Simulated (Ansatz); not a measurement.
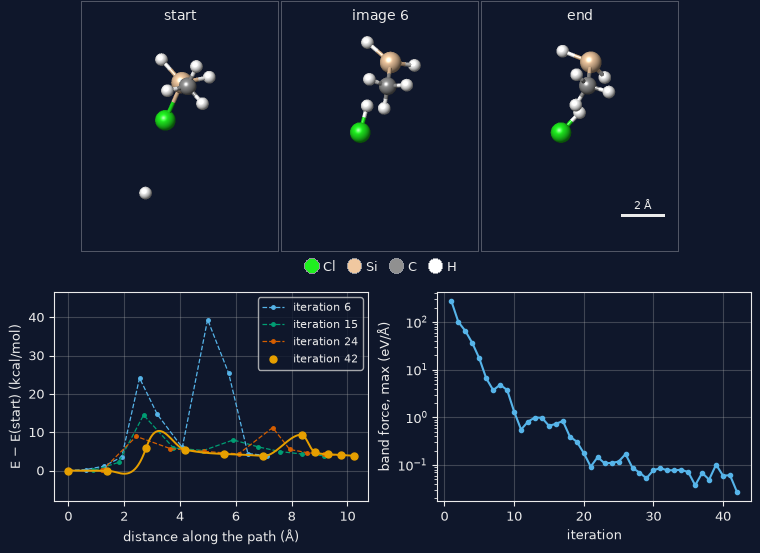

NEB run on CH₆ClSi (multiplicity 2), made up at the start of CH₅ClSi and H. Images are numbered from 0 (start) to 10 (end). The plot follows the band through its iterations. The picture is a ball-and-stick view, seen from a free direction.

All numbers below come from UKS PBE0/def2-SVP in Ansatz 0.2.0. Run with 9 movable images; climbing image; force threshold 0.03 eV/Å; iteration limit 60; starting path through a guess of the saddle point.

**How did the profile develop, and is the result final?**

The run is converged, with reservations. The band converged in 42 iterations. The largest component of the band force went from 270 to 0.027 eV/Å. The climbing image converged on the top of the path. Its vibrational analysis gives one imaginary mode (612i cm⁻¹), as a transition state must have. The first iteration put the highest image at 1604.3 kcal/mol. The energy climbs by 9.4 kcal/mol to image 6 and then falls by 5.5 kcal/mol, so the end point sits at +3.9 kcal/mol. The profile has 2 maxima (images 2, 6) with a dip at image 5 (+3.8 kcal/mol), so the process runs in steps.

Limits of the set-up: the start holds two separate molecules, 3.6 Å apart at their closest, whose relative position is a soft coordinate and is computed without a dispersion correction.
